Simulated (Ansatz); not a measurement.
H$_{4}$O$_{3}$Si···H$_{2}$O

Input file:

```
crystal:
  periodic: [false, false, false]
  atoms:
    - { symbol: Si, position_ang: [-0.205505, -0.142478, 0.090233] }
    - { symbol: H, position_ang: [-0.271363, 0.024697, 1.53924] }
    - { symbol: O, position_ang: [1.374464, -0.452769, -0.2265] }
    - { symbol: H, position_ang: [1.616332, -0.531411, -1.139748] }
    - { symbol: O, position_ang: [-0.766726, 1.086001, -0.816142] }
    - { symbol: H, position_ang: [-1.615667, 0.948238, -1.213348] }
    - { symbol: O, position_ang: [-1.176376, -1.395059, -0.348567] }
    - { symbol: H, position_ang: [-1.080399, -2.225051, 0.095661] }
    - { symbol: O, position_ang: [1.341444, 1.914653, 1.408065] }
    - { symbol: H, position_ang: [2.059936, 1.464396, 0.982225] }
    - { symbol: H, position_ang: [1.015561, 1.278984, 2.06338] }
basis:
  gaussian: { orbitals: "6-31G*" }
hamiltonian:
  xc: hf
relax:
  f_tol: 0.03
  max_steps: 50
output:
  orbitals: {}
```

Command:

```sh
ansatz run input.yaml --threads 1 --pin off --max-ram 2048MiB --backend cpu --events-out ev --progress --plain --runs-dir out
```

The fields are those of the run's last geometry, not of the input's.

Method: RHF/6-31G* in Ansatz.

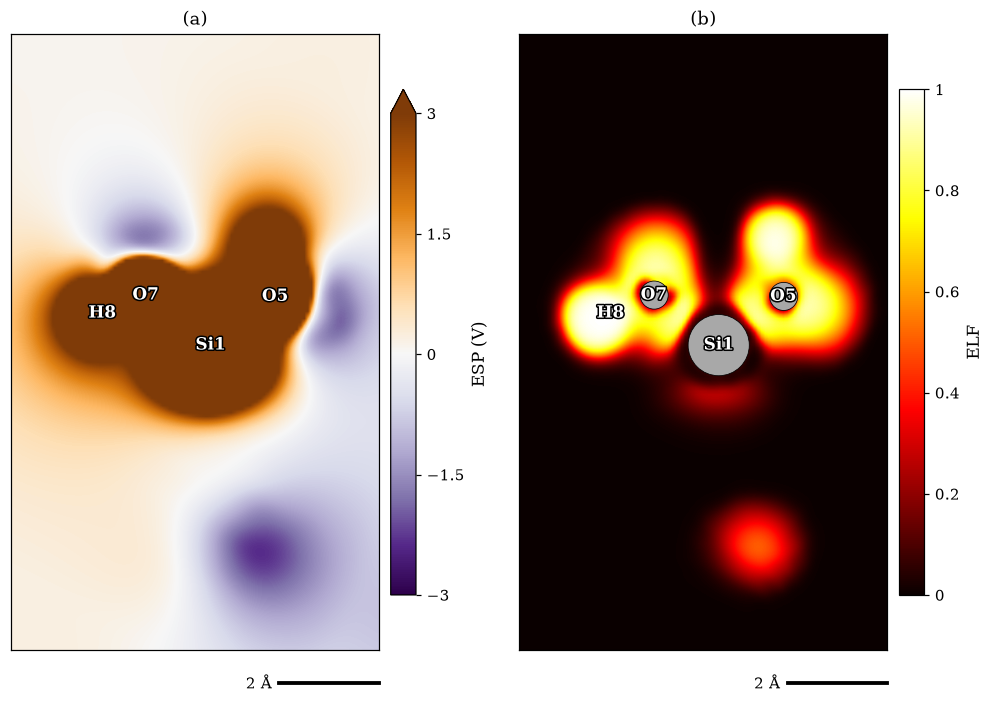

Figure 1. (a) electrostatic potential; (b) electron localisation function on the plane of atoms O5, Si1 and O7. Grey discs cover the atomic cores in the ELF map.

### Interpret the plot.

- The plane passes through Si, O and H nuclei.
- Si–O (1.63 Å): the ELF peaks at about 0.90 between the atoms, as expected for a shared but strongly polarised pair.
- O–H (0.95 Å): the ELF climbs to about 1 towards the hydrogen, as it does in any bond to H; an ordinary covalent bond to hydrogen.
- The ELF also peaks beside O5 and O7, away from the bonds: lone-pair regions.
- Outside the dense part of the complex the potential is most negative (−2.4 V) near O9, which lies off the plane.

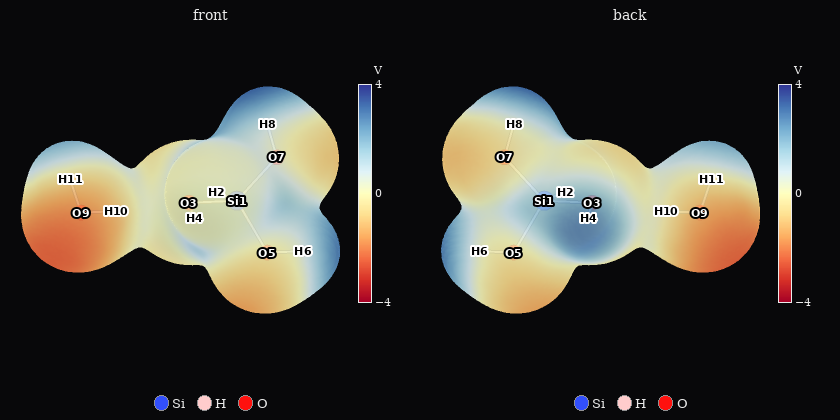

Figure 2. The electrostatic potential painted on the density surface at 0.002 e/bohr³, seen from the front and from behind; red is negative and blue positive.

### Which sites attract a positive test charge, and which a negative one?

A positive charge is drawn to the negative regions and a negative charge to the positive ones. The most negative region (about −2.4 V) lies over O9, the most positive (about +3.2 V) over H4 and H8. O9 is the likeliest acceptor of a hydrogen bond.

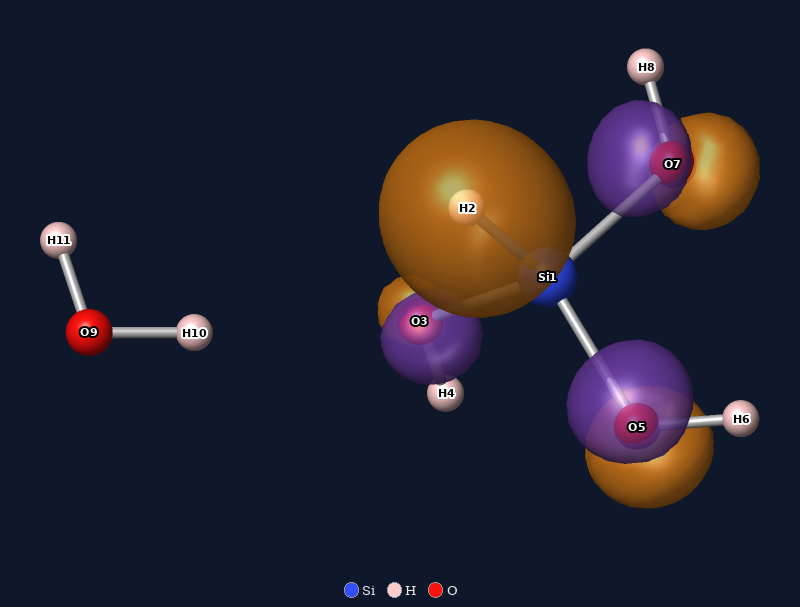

Figure 3. The HOMO−1 at ±0.2 Å⁻³ᐟ² (orange and purple are the two phases), seen at a tilt.

### Describe this orbital and give its energy.

It lies mainly on H2 (about 30 %), Si1 (about 25 %), O5 (about 20 %), O7 (about 15 %) and O3 (about 5 %). Its energy is −13.28 eV.
